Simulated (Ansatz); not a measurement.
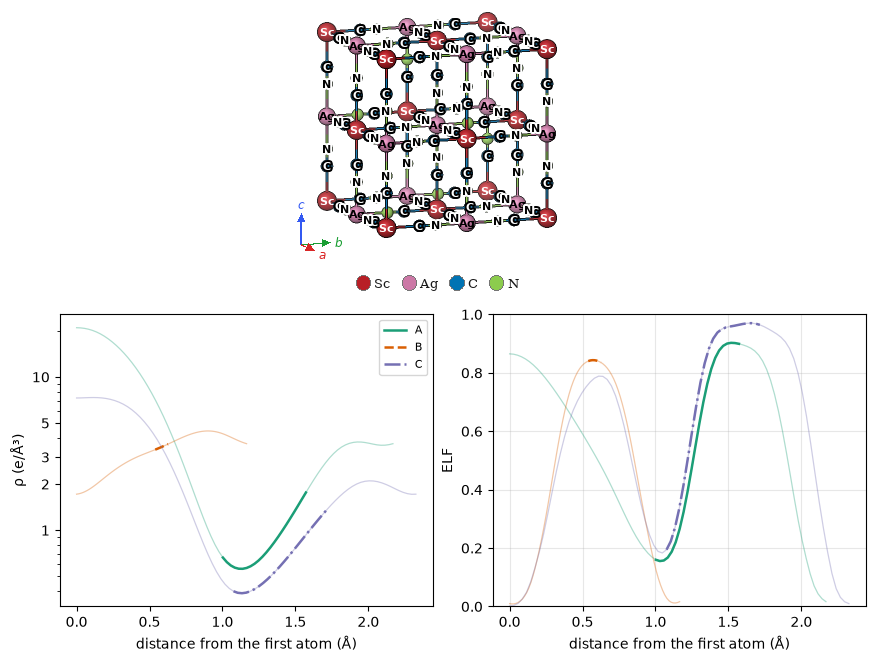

The picture shows: ScAgC6N6. Valence charge density (pseudo) and electron localisation function along straight lines between neighbouring atoms. Thin, pale parts lie inside the atomic spheres. The structure is drawn too.

Space group Fm-3m; a structure generated by program, which may or may not match a known phase; spin-polarised.

Theory: Ansatz 0.2.0, DFT PBE, scalar-relativistic, plane waves, PAW.

The density is the valence pseudo-density of a PAW calculation; it isn't the true density close to the nuclei.

ScAgC6N6, 56 atoms, a = 11.32 Å, b = 11.32 Å, c = 11.32 Å, α = 90.00°, β = 90.00°, γ = 90.00°.

Which curve belongs to which contact (Ag–N, C–N and Sc–C)? The first atom named is at distance zero.

Curve A: Ag–N (2.17 Å): the density is about 0.57 e/Å³ at the midpoint; the ELF peaks at about 0.90 in the valence shell of N, 0.7 Å from its nucleus, and is about 0.15 at the midpoint. Curve B: C–N (1.17 Å): the density is about 3.5 e/Å³ at the midpoint; the ELF peaks at about 0.85 between the atoms (inside overlapping PAW spheres, so only a guide) (a short, multiple covalent bond). Curve C: Sc–C (2.33 Å): ρ at the midpoint is about 0.39 e/Å³; the ELF peaks at about 1 in the valence shell of C, 0.7 Å from its nucleus, and is about 0.35 at the midpoint.
